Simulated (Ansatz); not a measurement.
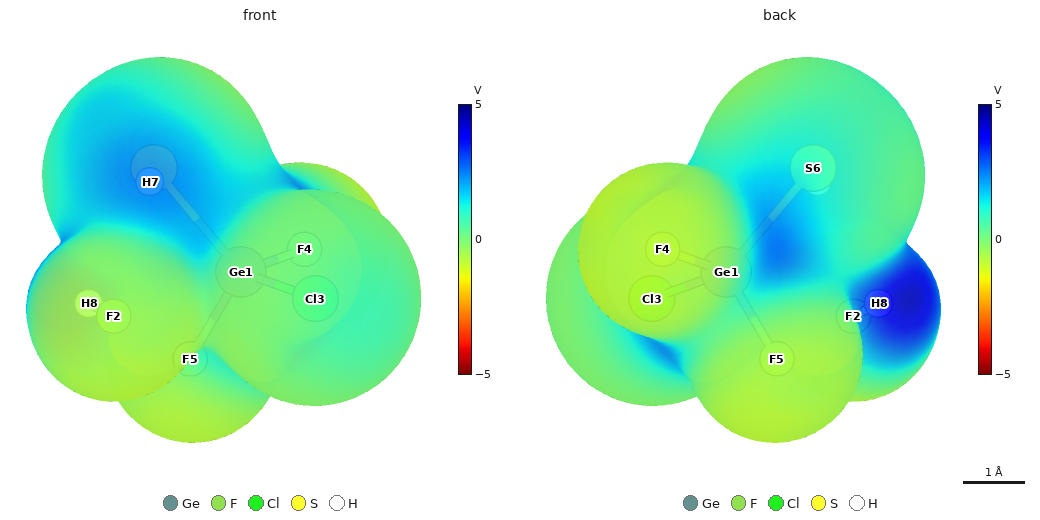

Figure. ClF₂GeHS···HF. The molecular electrostatic potential painted on the density surface at 0.004 e/bohr³, seen from the front and from behind; red is negative and blue positive.

These are results of Ansatz, RKS PBE-D4/def2-SVP, not measurements.

```xyz
8

Ge    0.3154    0.5882   -0.3356
F     1.0324   -0.3672    2.2883
Cl    1.9256   -0.6934   -0.9069
F    -0.3976    1.2323   -1.7858
F    -0.9927   -0.3304    0.3611
S     0.8423    2.3271    0.9741
H     1.8909    1.6259    1.4958
H     0.3076    0.2140    2.3968
```

**Describe the electrostatic potential map.**

The most negative region (about −0.9 V) lies over F4, the most positive (about +3.9 V) over H8. Cl3 shows a σ-hole: about +0.7 V at the tip opposite its bond, against about 0.0 V on its flanks.
